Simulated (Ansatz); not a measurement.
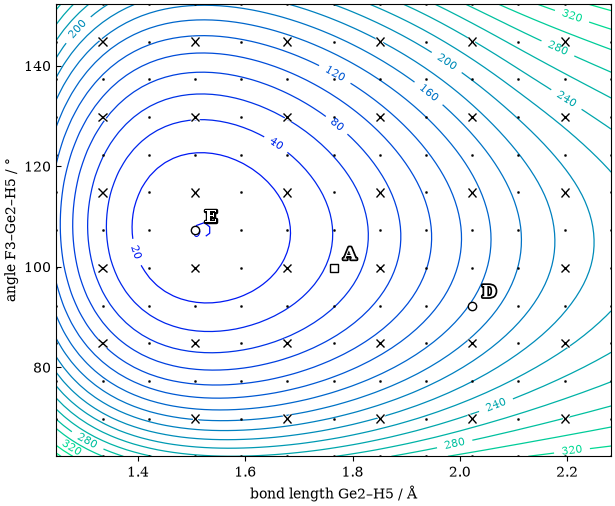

FGeH2O, SMILES [O][GeH2][F], spin multiplicity 2. First axis: bond length Ge2–H5. Second axis: angle F3–Ge2–H5. Nothing is relaxed (all other coordinates rigid). The scan uses a 13 × 13 grid. At 34 points there is no value. All energies are given in kJ/mol relative to the lowest grid point. In part of the range the unrestricted reference is strongly spin-contaminated. All numbers below come from UHF/def2-TZVP in Ansatz.

The picture shows contour lines labelled in kJ/mol, crosses at grid points without a value, dots at the grid points, lettered points. Between grid points the surface is interpolated.

> Is D the lowest point of the computed grid?

No. D lies 142 kJ/mol above the lowest grid point, which is at bond length Ge2–H5 = 1.506 Å, angle F3–Ge2–H5 = 107.3°.

> What kind of point is each of A, D, E: minimum, saddle, maximum or slope?

A: on a slope; D: on a slope; E: minimum. (In these two coordinates alone; a stationary point may lie a little off the grid point.)
